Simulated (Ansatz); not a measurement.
The calculation's input:

```
crystal:
  periodic: [false, false, false]
  atoms:
    - { symbol: Al, position_ang: [0.022001, 0.168963, 0.215682] }
    - { symbol: C, position_ang: [0.015073, 0.162723, 2.187101] }
    - { symbol: H, position_ang: [-0.951644, -0.166018, 2.606463] }
    - { symbol: H, position_ang: [0.812086, -0.47373, 2.613294] }
    - { symbol: H, position_ang: [0.195722, 1.17906, 2.590242] }
    - { symbol: H, position_ang: [1.403701, 0.115529, -0.606542] }
    - { symbol: H, position_ang: [-1.36003, 0.292431, -0.59706] }
    - { symbol: H, position_ang: [-0.327174, -2.506804, 0.791761] }
    - { symbol: H, position_ang: [-0.237934, -1.915855, 1.18476] }
basis:
  gaussian: { orbitals: "6-31G*" }
hamiltonian:
  xc: pbe
  dispersion: d4
relax:
  f_tol: 0.03
  max_steps: 50
output:
  orbitals: {}
```

Run with:

```sh
ansatz run input.yaml --threads 1 --pin off --max-ram 2048MiB --backend cpu --events-out ev --progress --plain --runs-dir out
```

The fields are those of the run's last geometry, not of the input's.

Computed with RKS PBE-D4/6-31G* (Ansatz).

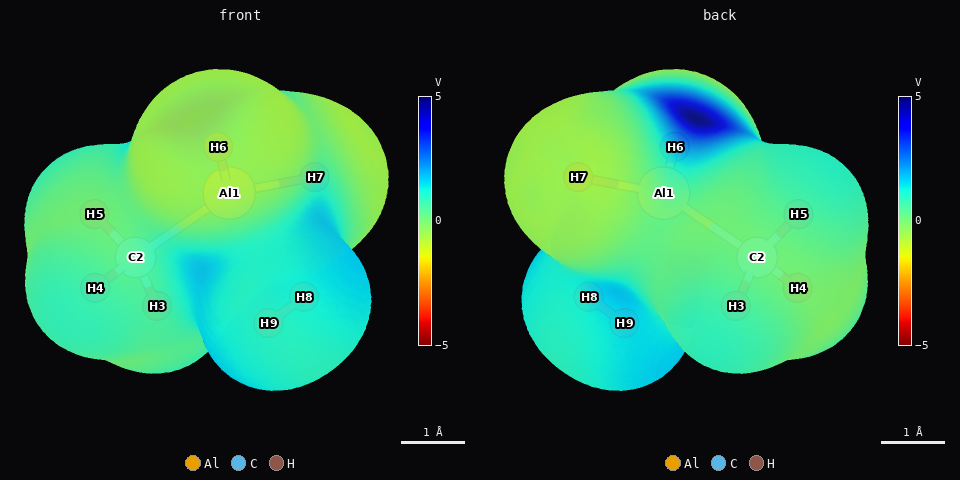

CH₅Al···H₂. The molecular electrostatic potential painted on the density surface at 0.004 e/bohr³, seen from the front and from behind; the colour scale runs from red (negative) to blue (positive).

Q: Describe the electrostatic potential map.

A: The most negative region (about −0.6 V) lies over H6 and H7, the most positive (about +4.4 V) over Al1.
